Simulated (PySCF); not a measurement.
**Run report: C$_{2}$H$_{10}$AlNO, geometry relaxation**

C$_{2}$H$_{10}$AlNO, SMILES CC[O][AlH2-][NH3+], computed with PBE0-D3(BJ)/def2-SVP geometry optimisation, gas phase (PySCF 2.14.0).

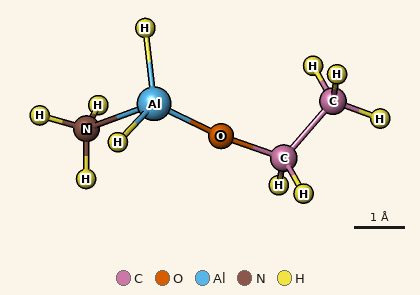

Figure 1. The starting structure (ball-and-stick view, seen at a tilt). Sticks mark near contacts.

**Input**
```
{"job": {"xc": "PBE0", "basis": "def2-SVP", "d3": "d3bj", "grid": 1, "shake": 0.01, "kind": "geom"}, "charge": 0, "multiplicity": 1}
C      2.362020    -0.534970    -0.636880
C      1.420140    -0.502590     0.575930
O      0.253520     0.240230     0.333580
Al    -0.967540     1.226410    -0.057800
N     -2.602420    -0.119870     0.072880
H      2.626190     0.513660    -0.892120
H      3.242920    -1.099180    -0.436870
H      1.831290    -0.929200    -1.497700
H      1.959600    -0.063700     1.454530
H      1.143100    -1.532950     0.844920
H     -1.467640     2.221640     1.048530
H     -1.163500     1.586620    -1.548560
H     -2.528590    -0.827520    -0.632580
H     -2.638580    -0.550460     1.006790
H     -3.485840     0.354500    -0.066400
```

The first line tells a small driver script what to run in PySCF; the rest is the geometry in Å.

Hardware: 1 CPU thread, shared host.

Launched with:
```bash
OMP_NUM_THREADS=1 python <driver script> task.json out
```

**The program's output**
```
step   0  E = -454.10145480  max force = 0.062662
step   1  E = -454.11104400  max force = 0.016053
step   2  E = -454.11168739  max force = 0.003872
step   3  E = -454.11197784  max force = 0.005059
step   4  E = -454.11238187  max force = 0.008842
step   5  E = -454.11289365  max force = 0.010913
step   6  E = -454.11325265  max force = 0.007405
step   7  E = -454.11350463  max force = 0.001111
step   8  E = -454.11353556  max force = 0.001381
step   9  E = -454.11358154  max force = 0.001526
step  10  E = -454.11365330  max force = 0.002090
step  11  E = -454.11373699  max force = 0.002235
step  12  E = -454.11382792  max force = 0.001230
step  13  E = -454.11388252  max force = 0.000424
step  14  E = -454.11391743  max force = 0.000720
step  15  E = -454.11395383  max force = 0.001062
step  16  E = -454.11398218  max force = 0.000810
step  17  E = -454.11399416  max force = 0.000290
optimisation converged
```

**Trajectory as extended XYZ (Å, eV, eV/Å), 7 of the 18 frames kept, from step=0 to step=17**
```
15
Properties=species:S:1:pos:R:3:forces:R:3 step=0 energy=-12356.72998
C     2.3620   -0.5350   -0.6369   -1.4065   1.5861   0.4694
C     1.4201   -0.5026    0.5759   -0.3997   0.9141  -0.2306
O     0.2535    0.2402    0.3336    3.2222  -2.4869   0.8332
Al   -0.9675    1.2264   -0.0578   -2.1770   1.0669  -0.2084
N    -2.6024   -0.1199    0.0729    0.3146   0.5686   0.9588
H     2.6262    0.5137   -0.8921    0.1191  -0.3447   0.0641
H     3.2429   -1.0992   -0.4369    1.0665  -0.6826   0.1872
H     1.8313   -0.9292   -1.4977   -0.1610  -0.3625  -0.4157
H     1.9596   -0.0637    1.4545   -0.1773  -0.2456  -0.3141
H     1.1431   -1.5330    0.8449   -0.0291  -0.2031   0.1280
H    -1.4676    2.2216    1.0485   -0.1384   0.3978   0.3456
H    -1.1635    1.5866   -1.5486   -0.0758   0.2761  -0.8563
H    -2.5286   -0.8275   -0.6326    0.0786  -0.7327  -0.4524
H    -2.6386   -0.5505    1.0068    0.0641   0.0033  -0.4402
H    -3.4858    0.3545   -0.0664   -0.3002   0.2454  -0.0685
15
Properties=species:S:1:pos:R:3:forces:R:3 step=3 energy=-12357.01633
C     2.2902   -0.3219   -0.7316   -0.0762   0.0338  -0.0142
C     1.4827   -0.5138    0.5421    0.0750   0.1625  -0.0604
O     0.2114    0.0020    0.4543   -0.0172  -0.2601   0.0996
Al   -1.0244    1.1037    0.0206    0.0128   0.0841  -0.0178
N    -2.6101   -0.2026    0.1517   -0.0271   0.0522   0.0477
H     2.4150    0.7494   -0.9567   -0.0217  -0.0026   0.0002
H     3.2905   -0.7696   -0.6459    0.0720  -0.0409   0.0298
H     1.7771   -0.7863   -1.5888    0.0018   0.0034   0.0063
H     2.0344   -0.0516    1.3875    0.0000  -0.0010   0.0008
H     1.4378   -1.5964    0.7774   -0.0334  -0.0309  -0.0075
H    -1.4777    2.1574    1.1404   -0.0079   0.0276   0.0164
H    -1.1549    1.5164   -1.5219   -0.0034   0.0218  -0.0569
H    -2.5484   -0.9386   -0.5513    0.0163  -0.0425  -0.0337
H    -2.6373   -0.6530    1.0681    0.0255   0.0088  -0.0131
H    -3.4981    0.2831    0.0177   -0.0165  -0.0161   0.0027
15
Properties=species:S:1:pos:R:3:forces:R:3 step=6 energy=-12357.05101
C     2.1751   -0.2582   -0.7332   -0.0306   0.0429  -0.0357
C     1.4562   -0.5626    0.5699   -0.0047   0.0520  -0.0228
O     0.1091   -0.2498    0.5350    0.2683  -0.3808   0.1275
Al   -0.9245    1.0192    0.0149   -0.3220   0.3305  -0.0833
N    -2.6005   -0.1639    0.1354    0.0438   0.0757   0.0250
H     2.0940    0.8125   -0.9843   -0.0046  -0.0076   0.0010
H     3.2452   -0.5056   -0.6743    0.0489  -0.0464   0.0271
H     1.7333   -0.8268   -1.5668   -0.0017   0.0053   0.0073
H     1.9654   -0.0218    1.3945    0.0071  -0.0027   0.0168
H     1.5710   -1.6391    0.8003    0.0296  -0.0377   0.0207
H    -1.2985    2.1517    1.0907    0.0038   0.0125  -0.0059
H    -0.9017    1.4134   -1.5381   -0.0211   0.0135  -0.0457
H    -2.5306   -0.9304   -0.5338   -0.0156  -0.0343  -0.0220
H    -2.6176   -0.5771    1.0691   -0.0004  -0.0235  -0.0009
H    -3.4876    0.3166   -0.0156   -0.0008   0.0006  -0.0091
15
Properties=species:S:1:pos:R:3:forces:R:3 step=8 energy=-12357.05871
C     2.1786   -0.2574   -0.7331    0.0179  -0.0069   0.0082
C     1.4557   -0.5669    0.5669   -0.0072   0.0000   0.0275
O     0.0994   -0.2918    0.5270   -0.0178  -0.0018  -0.0710
Al   -0.9289    1.0136    0.0061    0.0027   0.0087   0.0201
N    -2.6065   -0.1516    0.1405    0.0130  -0.0227   0.0073
H     2.0842    0.8096   -0.9944    0.0087   0.0018   0.0034
H     3.2522   -0.4940   -0.6551   -0.0141   0.0015  -0.0113
H     1.7546   -0.8405   -1.5655   -0.0048   0.0004  -0.0021
H     1.9497   -0.0095    1.3908   -0.0030   0.0029   0.0047
H     1.5998   -1.6398    0.8061    0.0045   0.0119   0.0070
H    -1.2654    2.1540    1.0858    0.0056   0.0019  -0.0073
H    -0.9261    1.4107   -1.5504    0.0024  -0.0136   0.0101
H    -2.5539   -0.9138   -0.5370   -0.0041   0.0127   0.0009
H    -2.6111   -0.5780    1.0688   -0.0055  -0.0045  -0.0019
H    -3.4940    0.3337    0.0070    0.0016   0.0077   0.0045
15
Properties=species:S:1:pos:R:3:forces:R:3 step=11 energy=-12357.06419
C     2.2117   -0.2743   -0.7249   -0.0424   0.0067  -0.0184
C     1.4349   -0.5737    0.5473    0.0891   0.0332  -0.0067
O     0.0745   -0.3559    0.4203   -0.0547   0.0649  -0.0427
Al   -0.9295    0.9965   -0.0404    0.0643  -0.1149   0.0691
N    -2.6240   -0.1231    0.1843   -0.0683   0.0572   0.0151
H     2.1304    0.7914   -0.9971   -0.0174  -0.0082  -0.0105
H     3.2806   -0.5094   -0.6115    0.0443  -0.0144   0.0295
H     1.8161   -0.8646   -1.5667    0.0001   0.0057   0.0055
H     1.8650    0.0307    1.3749   -0.0150  -0.0112   0.0099
H     1.6092   -1.6302    0.8301   -0.0093  -0.0242   0.0022
H    -1.1357    2.1540    1.0506   -0.0133   0.0201   0.0081
H    -1.0102    1.3791   -1.5937   -0.0057   0.0138  -0.0417
H    -2.6549   -0.8450   -0.5360    0.0050  -0.0217  -0.0240
H    -2.5833   -0.6014    1.0861    0.0295   0.0104  -0.0038
H    -3.4966    0.4044    0.1404   -0.0063  -0.0175   0.0083
15
Properties=species:S:1:pos:R:3:forces:R:3 step=14 energy=-12357.06910
C     2.2643   -0.2972   -0.7186    0.0119  -0.0030   0.0052
C     1.4244   -0.5769    0.5159   -0.0306  -0.0109   0.0121
O     0.0685   -0.3804    0.3065    0.0298  -0.0115   0.0059
Al   -0.9404    0.9835   -0.0832   -0.0276   0.0370  -0.0186
N    -2.6545   -0.0913    0.2271    0.0118  -0.0109  -0.0239
H     2.1913    0.7617   -1.0173   -0.0039   0.0003  -0.0022
H     3.3272   -0.5274   -0.5395   -0.0111   0.0143  -0.0064
H     1.9141   -0.9065   -1.5663    0.0083  -0.0099   0.0006
H     1.7954    0.0498    1.3548    0.0115  -0.0034  -0.0005
H     1.5926   -1.6263    0.8302   -0.0059   0.0044  -0.0053
H    -1.0594    2.1421    1.0235    0.0012  -0.0055  -0.0037
H    -1.1111    1.3784   -1.6311    0.0071  -0.0044   0.0137
H    -2.7686   -0.7757   -0.5223   -0.0079   0.0040   0.0119
H    -2.5438   -0.6138    1.0978    0.0043  -0.0026   0.0028
H    -3.5120    0.4582    0.2860    0.0011   0.0020   0.0086
15
Properties=species:S:1:pos:R:3:forces:R:3 step=17 energy=-12357.07119
C     2.2885   -0.3123   -0.7111    0.0026  -0.0031   0.0011
C     1.4040   -0.5807    0.4946   -0.0043  -0.0013  -0.0056
O     0.0575   -0.3892    0.2301   -0.0002  -0.0013   0.0083
Al   -0.9499    0.9882   -0.1210   -0.0056   0.0149   0.0035
N    -2.6576   -0.0775    0.2522    0.0021  -0.0128  -0.0006
H     2.1936    0.7345   -1.0443    0.0011   0.0007   0.0006
H     3.3493   -0.4999   -0.4801   -0.0003  -0.0001  -0.0007
H     1.9969   -0.9580   -1.5540   -0.0018   0.0022  -0.0010
H     1.7436    0.0562    1.3394    0.0013   0.0021  -0.0005
H     1.5617   -1.6262    0.8259    0.0028   0.0007   0.0015
H    -1.0145    2.1364    1.0009   -0.0008   0.0006  -0.0020
H    -1.1649    1.3985   -1.6570    0.0033  -0.0089  -0.0022
H    -2.8430   -0.7324   -0.5087   -0.0038   0.0062  -0.0036
H    -2.4760   -0.6341    1.0897    0.0009  -0.0036  -0.0037
H    -3.5012    0.4749    0.4070    0.0027   0.0037   0.0047
```

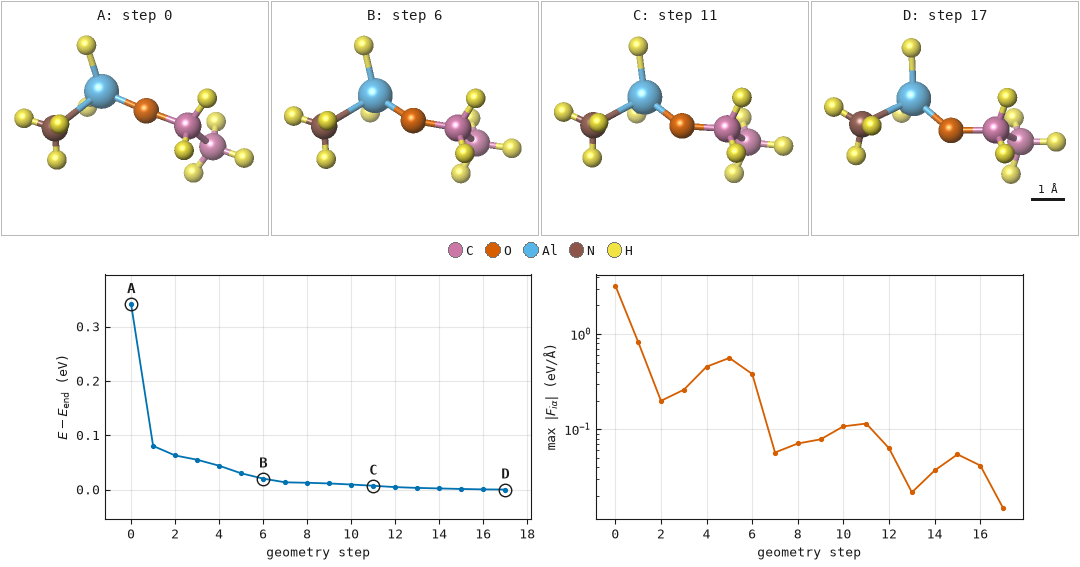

Figure 2. Frames of the relaxation (ball-and-stick view, seen at a tilt) above the curves, on which the letters mark them (steps are counted from 0).

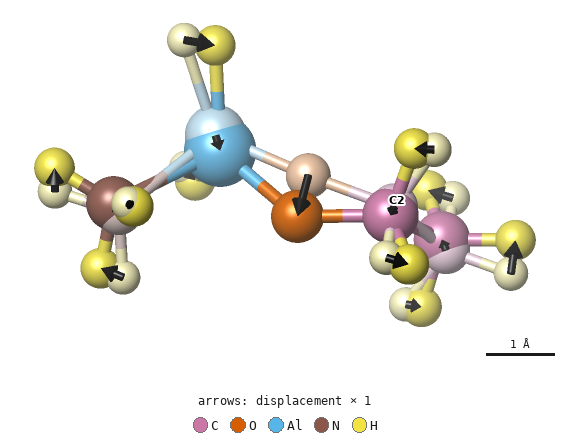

Figure 3. Start (faint) and end (solid) with the displacements as black arrows, at true length (ball-and-stick view, seen at a tilt). The two geometries are laid on each other by the best rigid fit. The energy falls by 0.341 eV in 17 geometry steps. The largest force component goes from 3.2 to 0.015 eV/Å. The largest move after the best rigid fit is that of O3, 0.68 Å. Largest moves by element: O 0.68 Å, H 0.52 Å, Al 0.24 Å, C 0.17 Å, N 0.15 Å. Distances before and after: O3–Al4 1.618 → 1.742 Å, Al4–N5 2.122 → 2.047 Å, Al4–H12 1.546 → 1.604 Å, Al4–H11 1.570 → 1.607 Å. Among the angles that change: C2–O3–Al4 172.5° → 135.2°, O3–Al4–N5 100.4° → 92.0°, N5–Al4–H11 96.5° → 102.2°. (Atoms are counted from 1 in the order of the input.)

**Summary**

| quantity | value |
| --- | --- |
| outcome | converged |
| total energy | −454.113994 hartree |
| dipole moment | 4.80 D |
| point group | C1 |
| wall time | 99 s |
| peak memory | 0.51 GiB |
